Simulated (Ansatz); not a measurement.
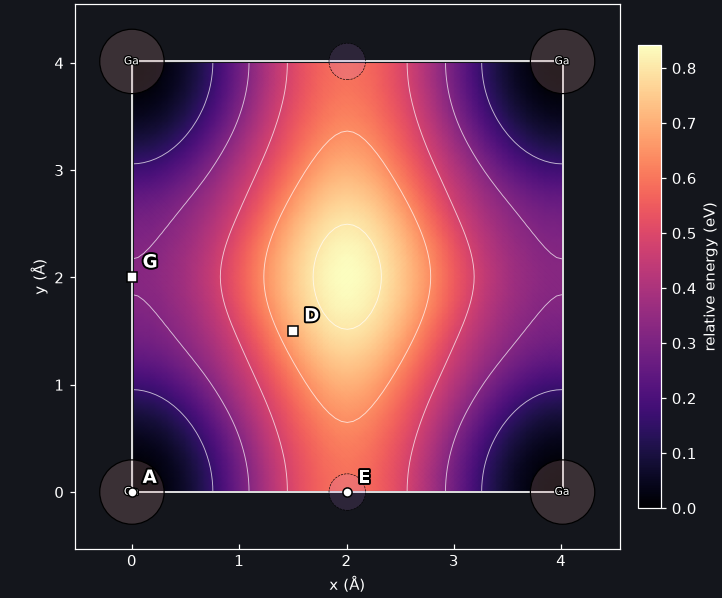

Cu on a GaAs(100) slab cut from the F-43m phase, its upper half relaxed before the scan (4 atoms of substrate and one adsorbate in a 1 × 1 cell). 
- Cu is moved over the surface cell at a fixed height above a rigid substrate; the origin of the map has the adsorbate above Ga4; the height is held at 2.50 Å.
- Places are given modulo a cell vector. The map is drawn in real space over the plane of the surface.
- Grid: 8 × 8 points; 25 points were computed and 39 follow by symmetry.
- All energies are given in eV relative to the lowest grid point.
- With one adsorbate in each 1 × 1 cell, its nearest image is 4.0 Å away, so neighbouring adsorbates interact. At a fixed height the lowest place need not be the adsorption site.
- Theory: DFT PBE+D3(BJ), scalar-relativistic, plane waves, PAW (Ansatz). Settings: cutoff 420 eV, k-mesh 7×7×1, gaussian smearing 0.05 eV, spin-polarised.

The picture shows a smooth colour map with a few white contour lines, labelled circles for the atoms of the top layer and small ones for the second layer, the outline of one cell of the plane, lettered points. Between grid points the surface is interpolated.

Is A the lowest point of the computed grid?

Yes. A, at the top site over a surface Ga atom, (0/8, 0/8) of the cell vectors, has the lowest energy of the grid.

What kind of point is each of A, D, E, G: minimum, saddle, maximum or slope?

A: minimum; D: on a slope; E: saddle point; G: saddle point. (In these two coordinates alone; a stationary point may lie a little off the grid point.)

PAW datasets: the set soft_1.
